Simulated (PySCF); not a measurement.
# CH₅NSi (SMILES [H]/N=C/[SiH3]): what the fields show

```yaml
atoms:
  - { symbol: N, position_ang: [1.5799, -0.4422, -0.5575] }
  - { symbol: C, position_ang: [0.7512, 0.0709, 0.2613] }
  - { symbol: Si, position_ang: [-1.1045, 0.0427, -0.1303] }
  - { symbol: H, position_ang: [2.5416, -0.3558, -0.2050] }
  - { symbol: H, position_ang: [1.0716, 0.5405, 1.2175] }
  - { symbol: H, position_ang: [-1.8079, -0.8059, 0.8815] }
  - { symbol: H, position_ang: [-1.6509, 1.4312, -0.0187] }
  - { symbol: H, position_ang: [-1.3273, -0.4952, -1.5008] }
```

Geometry: PBE0-D3(BJ)/def2-SVP.

Level of theory: PySCF 2.14.0, PBE0/pcSseg-1, SCF density, gas phase, non-relativistic.

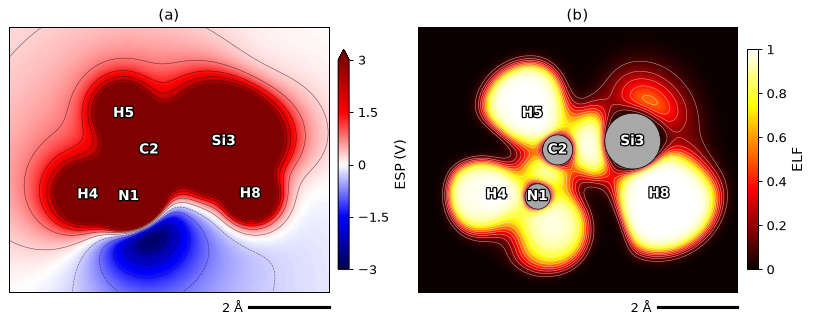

Figure 1. (a) molecular electrostatic potential; (b) electron localisation function on the plane of atoms C2, N1 and H4. Grey discs cover the atomic cores in the ELF map.

Interpret the plot.

- The plane passes through N, C, Si and H nuclei.
- C–N (1.27 Å): the ELF peaks at about 0.90 between the atoms: localised, covalent bonding.
- C–Si (1.90 Å): the ELF peaks at about 1 between the atoms, as expected for a covalent bond.
- N–H (1.03 Å): the ELF climbs to about 1 towards the hydrogen, as it does in any bond to H: an ordinary covalent bond to hydrogen.
- C–H (1.11 Å): the ELF climbs to about 1 towards the hydrogen; an ordinary covalent bond to hydrogen.
- Si–H (1.49 Å): the ELF climbs to about 1 towards the hydrogen.
- The ELF also peaks beside N1, away from the bonds: lone-pair regions.
- Outside the dense part of the molecule the potential is most negative (−2.8 V) near N1.

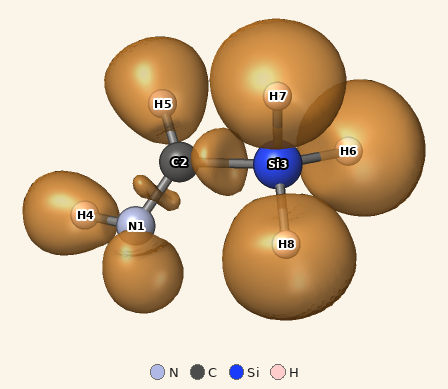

Figure 2. Isosurface of the ELF at 0.85 (orange), seen at a tilt. Core shells and regions of very low density are left out.

What do the ELF domains correspond to?

The surface consists of one region between bonded C–N atoms (shared pairs), one region between bonded C–Si atoms (shared pairs), five regions around hydrogen nuclei and one lobe on N, pointing away from the bonds (lone pairs).

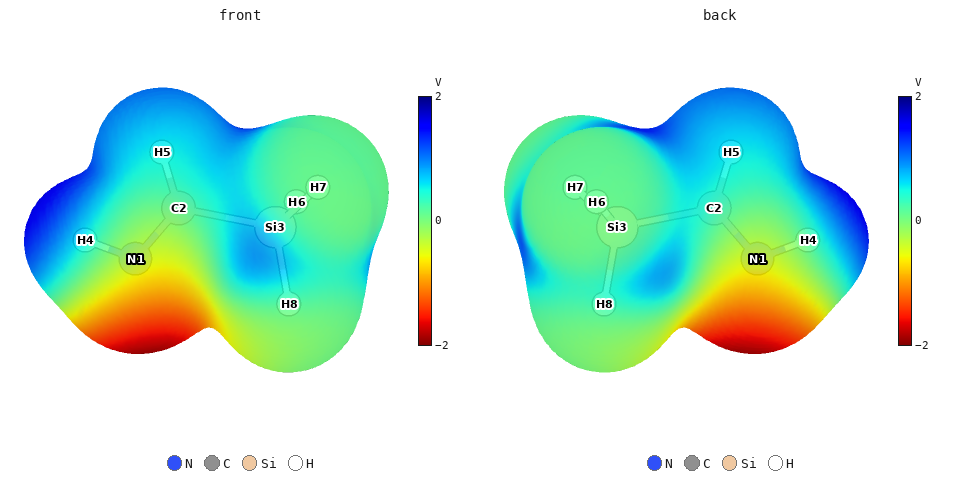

Figure 3. The molecular electrostatic potential painted on the density surface at 0.002 e/bohr³, seen from the front and from behind; the colour scale runs from red (negative) to blue (positive).

Which sites attract a positive test charge, and which a negative one?

A positive charge is drawn to the negative regions and a negative charge to the positive ones. The most negative region (about −1.9 V, or −44 kcal/mol for a unit charge) lies over N1, the most positive (about +1.6 V, or +37 kcal/mol for a unit charge) over H4. N1 is the likeliest acceptor of a hydrogen bond.

How polar is the molecule by this calculation?

Its dipole moment is 1.84 D.
